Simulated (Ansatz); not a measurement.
# Be3N2 (P-3m1): following an unstable mode, part 2 of 3

Aim: this structure of Be3N2 (P-3m1) is to be tested for unstable modes, and one is followed downhill.

Ansatz 0.2.0; DFT PBEsol, scalar-relativistic, plane waves, PAW.

So far, highest frequency on the path or at a solved wavevector (cm⁻¹): step 2 (the dispersion) 1090. Also lowest frequency on the path (cm⁻¹): step 2 -214.

### Step 3. The mode frozen in, largest atomic shift 0 Å

The mode followed lies at q = (0, -0.5, -0.5) with frequency 213.9i cm⁻¹, the softest among the wavevectors solved. At small amplitude the distorted cell has space group no. 15 by a symmetry search on the positions. The undistorted cell that holds it gives the zero of energy on the same k mesh.

System of this step: Be3N2. It takes space group P-3m1 (No. 164, trigonal). The conventional cell has a = 2.805 Å, b = 2.805 Å, c = 4.633 Å, α = 90.00°, β = 90.00°, γ = 120.00°. Nearest to Be lie 6 N at 2.00 Å. Nearest to Be lie 4 N at 1.68 to 1.84 Å. N has 7 Be at 1.68 to 2.00 Å nearest. Farther neighbours and most contacts between anions are not listed.

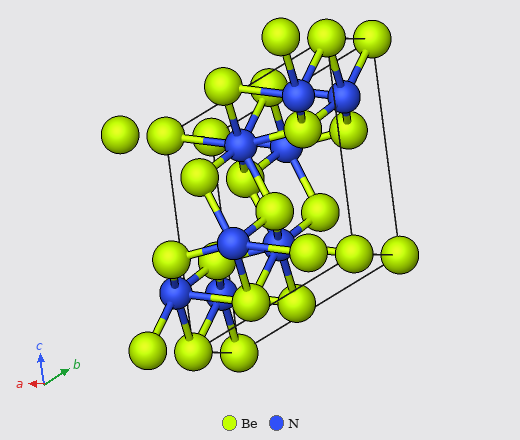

The cell of this step (beryllium green, nitrogen blue). Bonds to atoms that aren't drawn are left out. 2×1×1 cells are drawn. Some periodic images of atoms are drawn too.

input.yaml reads:

```yaml
crystal:
  lattice:
    - [2.8050806161, 0.0, 0.0]
    - [-1.0e-10, 4.8585421464, 0.0]
    - [1.402540308, 2.4292710732, 4.6328422625]
  atoms:
    - { symbol: Be, position: [0.0, 0.0, 0.0] }
    - { symbol: Be, position: [0.5, 0.5, 0.0] }
    - { symbol: Be, position: [0.1754603536, 0.8421270203, 0.6490792928] }
    - { symbol: Be, position: [0.6754603536, 0.3421270203, 0.6490792928] }
    - { symbol: Be, position: [0.8245396464, 0.1578729797, 0.3509207072] }
    - { symbol: Be, position: [0.3245396464, 0.6578729797, 0.3509207072] }
    - { symbol: "N", position: [0.6261737299, 0.9595070632, 0.7476525402] }
    - { symbol: "N", position: [0.1261737299, 0.4595070632, 0.7476525402] }
    - { symbol: "N", position: [0.3738262701, 0.0404929368, 0.2523474598] }
    - { symbol: "N", position: [0.8738262701, 0.5404929368, 0.2523474598] }
kpoints:
  mp_grid: { grid: [8, 8, 8] }
hamiltonian:
  xc: pbesol
scf:
  occupations: { method: gaussian, width: 0.02 }
output:
  forces: true
  stress: true
  eigenvalues: true
```

Started as:

```console
> ansatz run input.yaml --threads 4 --pin off --max-ram 7168MiB --backend cpu --events-out ev --progress --plain --runs-dir out
```

Numbers of over 12 decimals in the logs are rounded to 6 here.

Log:

```text
[...]
Crystal: 10 atoms, lattice volume = 63.139 Å³
Basis set: ecut = 420 eV, 1255 PW (Γ), exchange–correlation on 40×72×80 points (8 copies of the dense FFT grid, shifted against one another)
Bands: 26, of which v1, the nominal top of the filled ones, is band 16 counted from 1 (15 counted from 0)
Symmetry: 8 space group operations
[...]
k-points: 150 of 512
[...]
k-point 0: bands = [... 12 lower, 7.8405, 8.9862, 8.9862, 9.3146, 13.5802, 15.8580, 16.4216, 16.5296, ... 5 higher]
  k-point 1: bands = [... 12 lower, 7.8688, 8.8728, 8.9620, 8.9620, 13.6501, 16.0529, 16.5640, 16.8256, ... 5 higher]
  k-point 2: bands = [... 12 lower, 7.9437, 7.9437, 8.8957, 8.8957, 14.0560, 16.1336, 16.8768, 17.0379, ... 5 higher]
  k-point 149: bands = [... 12 lower, 7.2451, 7.2451, 7.3070, 7.3070, 14.0560, 14.0560, 16.8768, 16.8768, ... 5 higher]
[key lines of the parts left out:]
SCF converged after 6 iterations
Free energy (F): -2065.611776 eV
Fermi energy:    11.453009 eV
P = ⅓ Tr σ = -0.0037 GPa (-0.037 kbar)
```

Run time: 3.5 s. Hardware: 4 threads of Arm Neoverse V1, shared host; peak memory 0.47 GiB; 13 s of CPU time.

This step gave:

| Item | Value |
| --- | --- |
| pressure | -0.003714 GPa |
| gap on the k-mesh | 4.254 eV |
| energy from the undistorted cell | 0 meV/atom |

At this level the gap is 4.25 eV on the k-mesh of the self-consistent run, which can miss the band edges.

### Step 4. The mode frozen in, largest atomic shift 0.32 Å

The atoms are moved along the unstable eigenvector, the largest shift by 0.32 Å, with the cell fixed.

input.yaml reads:

```yaml
crystal:
  lattice:
    - [2.8050806161, 0.0, 0.0]
    - [-1.0e-10, 4.8585421464, 0.0]
    - [1.402540308, 2.4292710732, 4.6328422625]
  atoms:
    - { symbol: Be, position: [0.1140787178, 0.0, 0.0] }
    - { symbol: Be, position: [0.3859212822, 0.5, 0.0] }
    - { symbol: Be, position: [0.1405206405, 0.8421270203, 0.6490792928] }
    - { symbol: Be, position: [0.7104000667, 0.3421270203, 0.6490792928] }
    - { symbol: Be, position: [0.7895999333, 0.1578729797, 0.3509207072] }
    - { symbol: Be, position: [0.3594793595, 0.6578729797, 0.3509207072] }
    - { symbol: "N", position: [0.5939350242, 0.9595070632, 0.7476525402] }
    - { symbol: "N", position: [0.1584124356, 0.4595070632, 0.7476525402] }
    - { symbol: "N", position: [0.3415875644, 0.0404929368, 0.2523474598] }
    - { symbol: "N", position: [0.9060649758, 0.5404929368, 0.2523474598] }
kpoints:
  mp_grid: { grid: [8, 8, 8] }
hamiltonian:
  xc: pbesol
scf:
  occupations: { method: gaussian, width: 0.02 }
output:
  forces: true
  stress: true
  eigenvalues: true
  write_density: true
  write_potential: true
  elf: true
  volumetric_format: npy
```

Log:

```text
[...]
Crystal: 10 atoms, lattice volume = 63.139 Å³
Basis set: ecut = 420 eV, 1255 PW (Γ), exchange–correlation on 40×72×80 points (8 copies of the dense FFT grid, shifted against one another)
Bands: 26, of which v1, the nominal top of the filled ones, is band 16 counted from 1 (15 counted from 0)
Symmetry: 4 space group operations
[...]
k-points: 150 of 512
[...]
k-point 0: bands = [... 12 lower, 7.9906, 8.8624, 8.9987, 9.2167, 13.4408, 14.9915, 15.4293, 16.4376, ... 6 higher]
  k-point 1: bands = [... 12 lower, 7.9957, 8.6312, 8.9607, 9.0028, 13.5682, 14.9991, 15.6070, 16.5753, ... 6 higher]
  k-point 2: bands = [... 12 lower, 7.8901, 7.9640, 8.8435, 8.8577, 14.0454, 15.0275, 15.9327, 16.5172, ... 6 higher]
  k-point 149: bands = [... 12 lower, 6.9521, 6.9521, 7.3170, 7.3170, 13.8895, 13.8895, 16.3230, 16.3230, ... 6 higher]
[key lines of the parts left out:]
SCF converged after 6 iterations
Free energy (F): -2065.705711 eV
Fermi energy:    11.283268 eV
P = ⅓ Tr σ = 5.0587 GPa (50.587 kbar)
```

Run time: 4.5 s. Hardware: 4 threads; peak memory 0.49 GiB; 17 s of CPU time.

Numbers from this step:

```
pressure                         : 5.059 GPa
gap on the k-mesh                : 4.133 eV
energy from the undistorted cell : -9.393 meV/atom
```

The energy, extrapolated to zero smearing, is -9.39 meV/atom against the undistorted cell.

The run ends at a pressure of 5.06 GPa, with forces up to 0.47 eV/Å.

### Step 5. Energy along the mode, all amplitudes (two of the runs are shown above)

An imaginary frequency means negative curvature, so the energy should fall and then rise again as anharmonic terms take over.

This step gave:

* depth at the lowest point sampled: 9.393 meV/atom
* largest atomic shift at that point: 0.32 Å

Energy from the parent against largest atomic shift:

```tsv
largest atomic shift (Å)	energy from the parent (meV/atom)
0.000	0
0.040	-0.345
0.080	-1.34
0.140	-3.76
0.220	-7.53
0.320	-9.39
0.450	2.59
0.600	51.8
```

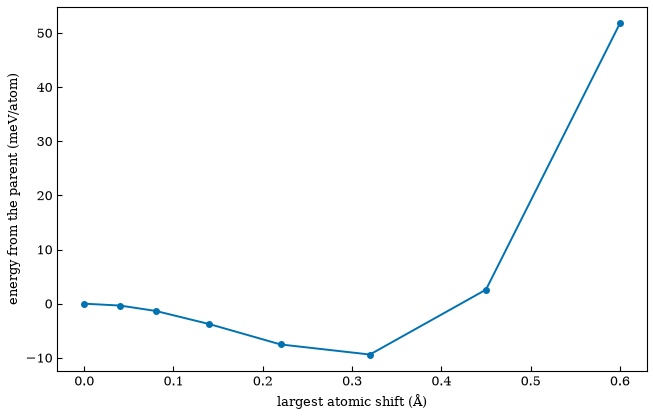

Energy from the parent against largest atomic shift.

Displacement at unit largest shift by atom:

```tsv
atom	x (Å)	y (Å)	z (Å)	size
Be1	1.00	0.00	0.00	1.00
Be2	-1.00	0.00	0.00	1.00
Be3	-0.31	0.00	0.00	0.31
Be4	0.31	0.00	0.00	0.31
Be5	-0.31	0.00	0.00	0.31
Be6	0.31	0.00	0.00	0.31
N7	-0.28	0.00	0.00	0.28
N8	0.28	0.00	0.00	0.28
N9	-0.28	0.00	0.00	0.28
N10	0.28	0.00	0.00	0.28
```

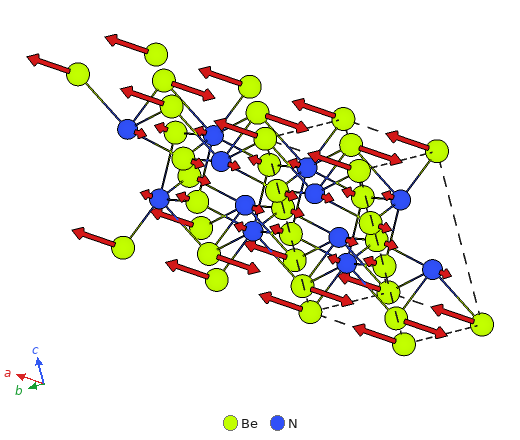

Displacement at unit largest shift as arrows, the longest 1 Å. Bonds to atoms that aren't drawn are left out. 3×1×1 cells are drawn. Some periodic images of atoms are drawn too.

The lowest of the steps tried is at 0.32 Å, 9.39 meV/atom below the parent; the bottom of the well need not coincide with a step.

### Step 6. Relaxing from the distorted cell

Starting from the lowest point found, all atoms and the cell are let go, so that strain and other modes of the same symmetry can join in.

input.yaml: that of step 4 with these lines changed.

```diff
@@ -21,3 +21,3 @@
 scf:
-  occupations: { method: gaussian, width: 0.02 }
+  occupations: { method: fixed }
 output:
@@ -26,5 +26,6 @@
   eigenvalues: true
-  write_density: true
-  write_potential: true
-  elf: true
-  volumetric_format: npy
+relax:
+  adjacent_minimum: "off"
+  f_tol: 0.002
+  max_steps: 120
+  cell: { stress_tol: 0.03 }
```

Log:

```text
[...]
Crystal: 10 atoms, lattice volume = 63.139 Å³
Basis set: ecut = 420 eV, 1255 PW (Γ), exchange–correlation on 40×72×80 points (8 copies of the dense FFT grid, shifted against one another)
Bands: 26, of which v1, the nominal top of the filled ones, is band 16 counted from 1 (15 counted from 0)
Symmetry: 4 space group operations
[...]
k-points: 150 of 512
[...]
SCF iter   1: F=—  HF=-2065.728829 eV  |F-HF|=—  |Δ(HF+E_count)|=         —  Δρ=1.01e-2  dr2=6.93e-2  ethr=1.77e-3  ⟨swp⟩=4.4  Hψ=17467  notcnv=0  defer=979
[...]
SCF iter   6: F=-2065.705711 eV  HF=-2065.705711 eV  |F-HF|=5.22e-9  |Δ(HF+E_count)|=   2.44e-7  Δρ=1.06e-5  dr2=3.26e-8  ethr=3.13e-10  ⟨swp⟩=10.9  Hψ=23694  notcnv=0
SCF 1 converged in 6 iterations: F = -2065.705711 eV  dr2 = 3.26e-8
[...]
relax step   1: F+E_penalty+E_count = -2065.70571124 eV  Δ(F+E_penalty+E_count) = +0.000e0 eV  max|allowed force component| = 4.153e-1 eV/Å  Δτ_max = 0.0000 Å  P = +5.059 GPa  Ω = 63.139 Å³  (6 SCF iters, dr2 threshold 1.00e-7 eV, accepted)
Crystal: 10 atoms, lattice volume = 63.955 Å³
[...]
iter 1 solved again at ethr=1.86e-5 eV; its pass at ethr=3.10e-3 eV (dr2=5.94e-3 eV) is discarded
[...]
SCF iter   5: F=-2065.760683 eV  HF=-2065.760683 eV  |F-HF|=6.26e-8  |Δ(HF+E_count)|=   1.05e-6  Δρ=3.37e-5  dr2=3.09e-7  ethr=3.12e-9  ⟨swp⟩=8.0  Hψ=23722  notcnv=0
SCF 2 converged in 5 iterations: F = -2065.760683 eV  dr2 = 3.09e-7
[...]
relax step   2: F+E_penalty+E_count = -2065.76068275 eV  Δ(F+E_penalty+E_count) = -5.497e-2 eV  max|allowed force component| = 1.868e-1 eV/Å  Δτ_max = 0.0147 Å  P = +2.438 GPa  Ω = 63.955 Å³  energy of the carried Pulay correction = -2.980e-3 eV  (5 SCF iters, dr2 threshold 1.00e-6 eV, accepted)
Crystal: 10 atoms, lattice volume = 65.024 Å³
Basis set: ecut = 420 eV, 1269 PW (Γ), exchange–correlation on 40×72×80 points (8 copies of the dense FFT grid, shifted against one another)
[...]
SCF iter   5: F=-2065.811256 eV  HF=-2065.811256 eV  |F-HF|=3.62e-7  |Δ(HF+E_count)|=   9.19e-7  Δρ=2.68e-5  dr2=5.57e-7  ethr=3.12e-9  ⟨swp⟩=10.3  Hψ=22562  notcnv=0
SCF 3 converged in 5 iterations: F = -2065.811256 eV  dr2 = 5.57e-7
[...]
relax step   3: F+E_penalty+E_count = -2065.81125585 eV  Δ(F+E_penalty+E_count) = -5.057e-2 eV  max|allowed force component| = 2.107e-1 eV/Å  Δτ_max = 0.0243 Å  P = -1.068 GPa  Ω = 65.024 Å³  energy of the carried Pulay correction = -6.830e-3 eV  (5 SCF iters, dr2 threshold 1.00e-6 eV, accepted)
[... from here on, the SCF cycles and remarks between the steps are left out ...]
relax step   4: F+E_penalty+E_count = -2065.96444885 eV  Δ(F+E_penalty+E_count) = -1.532e-1 eV  max|allowed force component| = 8.787e-2 eV/Å  Δτ_max = 0.1000 Å  P = -1.341 GPa  Ω = 65.509 Å³  energy of the carried Pulay correction = -8.554e-3 eV  (7 SCF iters, dr2 threshold 1.00e-6 eV, accepted)
relax step   5: F+E_penalty+E_count = -2065.96799655 eV  Δ(F+E_penalty+E_count) = -3.548e-3 eV  max|allowed force component| = 8.598e-2 eV/Å  Δτ_max = 0.0249 Å  P = +0.331 GPa  Ω = 65.159 Å³  energy of the carried Pulay correction = -7.311e-3 eV  (5 SCF iters, dr2 threshold 1.00e-6 eV, accepted)
relax step   6: F+E_penalty+E_count = -2065.97010949 eV  Δ(F+E_penalty+E_count) = -2.113e-3 eV  max|allowed force component| = 2.803e-3 eV/Å  Δτ_max = 0.0121 Å  P = -0.004 GPa  Ω = 65.204 Å³  energy of the carried Pulay correction = -7.470e-3 eV  (4 SCF iters, dr2 threshold 1.00e-6 eV, accepted)
relax step   7: F+E_penalty+E_count = -2065.97011433 eV  Δ(F+E_penalty+E_count) = -4.846e-6 eV  max|allowed force component| = 6.245e-4 eV/Å  Δτ_max = 0.0004 Å  P = -0.002 GPa  Ω = 65.204 Å³  energy of the carried Pulay correction = -7.471e-3 eV  (4 SCF iters, dr2 threshold 4.64e-9 eV, accepted)
relax step   8: F+E_penalty+E_count = -2065.99673880 eV  Δ(F+E_penalty+E_count) = -2.662e-2 eV  max|allowed force component| = 1.429e-3 eV/Å  Δτ_max = 0.0000 Å  P = +0.556 GPa  Ω = 65.204 Å³  stress off target by 1.11e0 GPa  SCF on the basis re-selected at this cell (its energy is not comparable with the rows above)  (6 SCF iters)
relax step   9: F+E_penalty+E_count = -2065.99736496 eV  Δ(F+E_penalty+E_count) = -6.262e-4 eV  max|allowed force component| = 4.720e-3 eV/Å  Δτ_max = 0.0053 Å  P = +0.063 GPa  Ω = 65.400 Å³  energy of the carried Pulay correction = -7.440e-4 eV  (4 SCF iters, dr2 threshold 1.00e-6 eV, accepted)
relax step  10: F+E_penalty+E_count = -2065.99729668 eV  Δ(F+E_penalty+E_count) = +6.829e-5 eV  max|allowed force component| = 9.021e-4 eV/Å  Δτ_max = 0.0004 Å  P = -0.001 GPa  Ω = 65.421 Å³  energy of the carried Pulay correction = -8.238e-4 eV  (4 SCF iters, dr2 threshold 3.56e-8 eV, accepted)
relax step  11: F+E_penalty+E_count = -2065.99816207 eV  Δ(F+E_penalty+E_count) = -8.654e-4 eV  max|allowed force component| = 8.737e-4 eV/Å  Δτ_max = 0.0000 Å  P = +0.004 GPa  Ω = 65.421 Å³  stress off target by 3.52e-2 GPa  SCF on the basis re-selected at this cell (its energy is not comparable with the rows above)  (5 SCF iters)
relax step  12: F+E_penalty+E_count = -2065.99815224 eV  Δ(F+E_penalty+E_count) = +9.823e-6 eV  max|allowed force component| = 4.745e-5 eV/Å  Δτ_max = 0.0003 Å  P = -0.000 GPa  Ω = 65.424 Å³  energy of the carried Pulay correction = -1.289e-5 eV  (4 SCF iters, dr2 threshold 3.10e-9 eV, accepted)
[...]
SCF iter   1: F=—  HF=-2065.998159 eV  |F-HF|=—  |Δ(HF+E_count)|=         —  Δρ=3.20e-6  dr2=2.33e-9  ethr=2.39e-7  ⟨swp⟩=3.1  Hψ=26391  notcnv=0  defer=1188
eigensolver tolerance schedule: the retry pair's looser diagonalisation over-reported the residual by 32844.76 of it (diagonalisation noise at an unbounded share of the residual, at the tolerance the schedule requests for it); recorded, not acted on — ethr = c·dr2/N_el stays at c = 1.0e-1
[...]
SCF iter   2: F=—  HF=-2065.998163 eV  |F-HF|=—  |Δ(HF+E_count)|=   4.31e-6  Δρ=1.48e-6  dr2=7.06e-10  ethr=7.28e-12  ⟨swp⟩=3.2  Hψ=7638  notcnv=0  defer=1010
[...]
SCF iter   4: F=-2065.998163 eV  HF=-2065.998163 eV  |F-HF|=7.28e-12  |Δ(HF+E_count)|=  4.09e-11  Δρ=2.26e-7  dr2=1.06e-11  ethr=1.00e-12  ⟨swp⟩=11.3  Hψ=22895  notcnv=0
SCF 13 converged in 4 iterations: F = -2065.998163 eV  dr2 = 1.06e-11
[...]
relax step  13: F+E_penalty+E_count = -2065.99816347 eV  Δ(F+E_penalty+E_count) = -1.123e-5 eV  max|allowed force component| = 4.917e-5 eV/Å  Δτ_max = 0.0000 Å  P = -0.000 GPa  Ω = 65.424 Å³  stress off target by 3.37e-3 GPa  SCF on the basis re-selected at this cell (its energy is not comparable with the rows above)  (4 SCF iters)
[...]
SCF converged after 4 iterations
Free energy (F): -2065.998163 eV
[...]
Internal energy: -2065.998163 eV  (E = F + TS)
E sigma→0 (E₀):  -2065.998163 eV
Fermi energy:    8.563651 eV
[...]
--- Forces (eV/Å), atoms counted from 1 ---
  atom   1  Be    -0.00004917    -0.00000000     0.00000000
  atom   2  Be     0.00004917     0.00000000    -0.00000000
  atom   3  Be    -0.00003829     0.00000748     0.00001533
  atom   4  Be     0.00003829     0.00000748     0.00001533
  atom   5  Be    -0.00003829    -0.00000748    -0.00001533
  atom   6  Be     0.00003829    -0.00000748    -0.00001533
  atom   7  N     -0.00000833    -0.00002354    -0.00000218
  atom   8  N      0.00000833    -0.00002354    -0.00000218
  atom   9  N     -0.00000833     0.00002354     0.00000218
  atom  10  N      0.00000833     0.00002354     0.00000218
  max |Σ_I F_I| component: 0.00e0 eV/Å
--- Stress (GPa, compression-positive) ---
        0.001372       0.000000      -0.000000
        0.000000      -0.001062       0.002307
       -0.000000       0.002292      -0.001074
  P = ⅓ Tr σ = -0.0003 GPa (-0.003 kbar)
--- Band table (eV; the first three rows and the last of 150) ---
  k-point 0: bands = [... 12 lower, 7.5244, 8.1195, 8.3132, 8.5637, 13.3994, 13.7085, 14.6883, 15.7288, ... 6 higher]
  k-point 1: bands = [... 12 lower, 7.5301, 8.0322, 8.0943, 8.4639, 13.0876, 14.0056, 14.8424, 15.7248, ... 6 higher]
  k-point 2: bands = [... 12 lower, 7.1140, 7.5539, 7.9999, 8.4353, 12.9311, 14.2694, 15.1025, 15.7752, ... 6 higher]
  k-point 149: bands = [... 12 lower, 6.4237, 6.4237, 7.2127, 7.2127, 13.1409, 13.1409, 16.0682, 16.0682, ... 6 higher]
--- Relaxed structure (10 steps of the walk, 10 accepted, 3 SCFs on fresh bases) ---
  F+E_penalty+E_count = -2065.99816347 eV   max|allowed force component| = 4.917e-5 eV/Å   (the final SCF, on the basis selected at the relaxed cell)
  cell:  # Å, volume = 65.4241 Å³
    - [2.998158, 3.085448148368625e-11, -2.243145699091364e-17]
    - [-4.8454810776918614e-11, 4.708392, 0.250968]
    - [1.499079, 2.593505, 4.772825]
  atoms:
    - { symbol: Be, position: [0.162075, 1.613683772394461e-18, -3.2273675440315818e-18] }
    - { symbol: Be, position: [0.337925, 0.500000, 6.938893903907228e-18] }
    - { symbol: Be, position: [0.122167, 0.836596, 0.645150] }
    - { symbol: Be, position: [0.732683, 0.336596, 0.645150] }
    - { symbol: Be, position: [0.767317, 0.163404, 0.354850] }
    - { symbol: Be, position: [0.377833, 0.663404, 0.354850] }
    - { symbol: N, position: [0.582306, 0.933331, 0.742880] }
    - { symbol: N, position: [0.174814, 0.433331, 0.742880] }
    - { symbol: N, position: [0.325186, 0.066669, 0.257120] }
    - { symbol: N, position: [0.917694, 0.566669, 0.257120] }
```

Run time: 48 s. Hardware: 4 threads; peak memory 0.52 GiB.

Step by step:

```tsv
step	energy less that of the first step (eV)	largest force component (eV/Å)	pressure (GPa)	volume (Å³)
1	0.0000	0.4153	5.06	63.14
2	-0.0550	0.1868	2.44	63.95
3	-0.1055	0.2107	-1.07	65.02
4	-0.2587	0.0879	-1.34	65.51
5	-0.2623	0.0860	0.33	65.16
6	-0.2644	0.0028	0.00	65.20
7	-0.2644	0.0006	0.00	65.20
8*	-0.2910	0.0014	0.56	65.20
9	-0.2917	0.0047	0.06	65.40
10	-0.2916	0.0009	0.00	65.42
11*	-0.2925	0.0009	0.00	65.42
12	-0.2924	0.0000	0.00	65.42
13*	-0.2925	0.0000	0.00	65.42
```

Relaxation steps marked * repeat the geometry before them on a plane-wave basis chosen anew for their cell, so energy and pressure can jump there.

The run keeps the 4 symmetry operations that it works with, so distortions that break them were not tested.

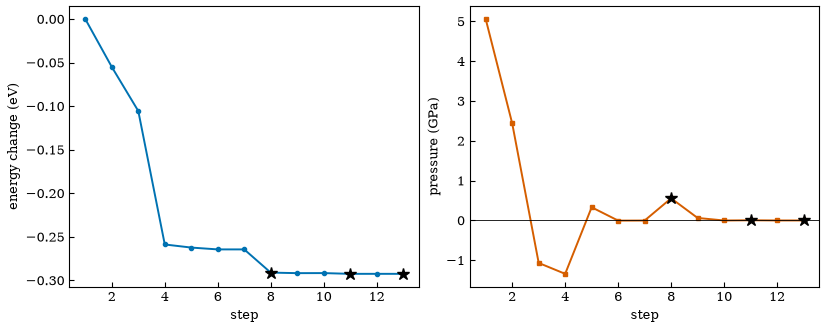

Energy and pressure along the relaxation. Stars mark steps on a basis chosen anew.

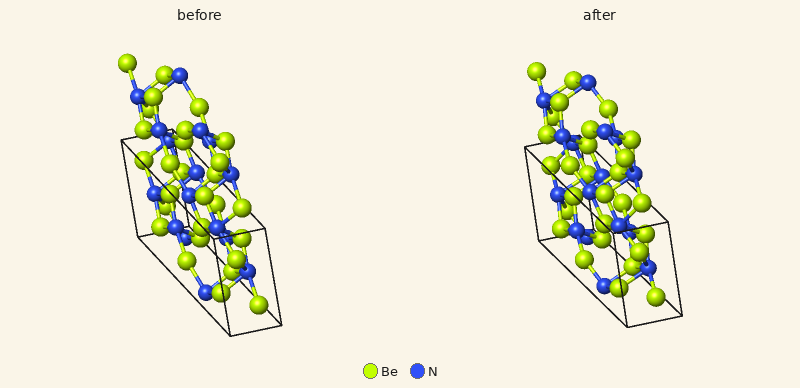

Before and after, at one scale.

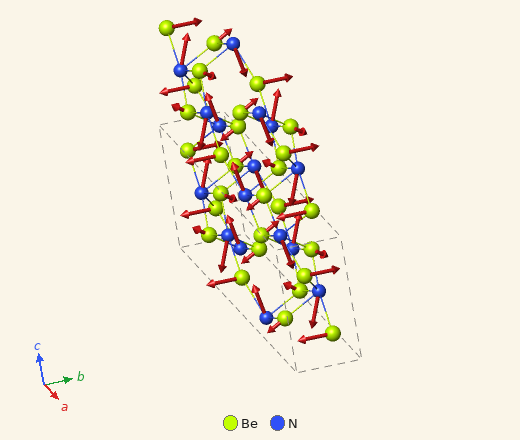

Displacements in the relaxation, exaggerated, measured against the changing cell; the longest in the cell stands for 0.14 Å. 1×1×2 conventional cells are drawn. Some periodic images of atoms are drawn too.

```tsv
cell as run	before	after	change
a (Å)	2.805	2.998	+6.9 %
b (Å)	4.859	4.715	-3.0 %
c (Å)	5.416	5.635	+4.0 %
α (°)	63.35	59.69	-5.8 %
β (°)	74.99	74.57	-0.6 %
volume (Å³/atom)	6.31	6.54	+3.6 %
```

The atoms that moved most (Å, as changes of fractional coordinates times the final cell):

```tsv
atom	dx	dy	dz	length
N10	0.042	0.136	0.029	0.145
N9	-0.042	0.136	0.029	0.145
N8	0.042	-0.136	-0.029	0.145
N7	-0.042	-0.136	-0.029	0.145
Be2	-0.144	0.000	0.000	0.144
Be1	0.144	0.000	0.000	0.144
Be6	0.061	0.036	0.020	0.074
Be3	-0.061	-0.036	-0.020	0.074
```

Final coordinates:

```xyz
10
Lattice="2.9982 0.0000 0.0000 0.0000 4.7084 0.2510 1.4991 2.5935 4.7728" Properties=species:S:1:pos:R:3 pbc="T T T"
Be    0.4859    0.0000    0.0000
Be    1.0132    2.3542    0.1255
Be    1.3334    5.6122    3.2891
Be    3.1638    3.2580    3.1637
Be    2.8325    1.6897    1.7346
Be    1.6648    4.0439    1.8601
N     2.8595    6.3212    3.7799
N     1.6378    3.9670    3.6544
N     1.3604    0.9807    1.2439
N     3.1368    3.3349    1.3694
```

Numbers from this step:

| Property | Result |
| --- | --- |
| pressure | -2.55e-4 GPa |
| gap on the k-mesh | 3.667 eV |
| volume per atom | 6.542 Å³ |

The distorted start has space group C2/c; the relaxation ends in C2/c.

[end of part 2 of 3]

[Logs are printed without paths, hosts, clocks, repeated set-up lines and the standing remarks that a program may print on its own settings, such as how far it seeks lower states.]

[Hosts, paths, dates, database ids (printed as entryN), source tags and the programs' standing remarks are cut or masked in the printed files.]
